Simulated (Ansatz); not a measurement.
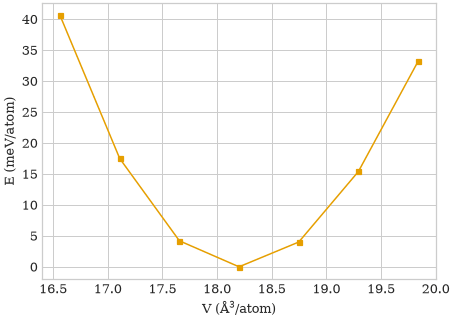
Figure. Ti (simple cubic, Pm-3m) under volume change, r²SCAN (plane waves, PAW; program Ansatz), scaled uniformly.

### Question
What does a third-order Birch–Murnaghan fit give for V₀, B₀ and B′?

### Answer
V₀ = 18.20 Å³/atom, B₀ = 79.6 GPa, B′ = 2.5.

A made-up cell: these elements were put on the sites of a structure type; neither database checked (COD, Materials Project) lists it. It is not the phase usual at ambient conditions (space group No. 194). The r²SCAN relaxation kept the symmetry of its start. At this level the phase is mechanically unstable. No spin polarisation was allowed.

Potentials: the later of the program's two PAW sets.
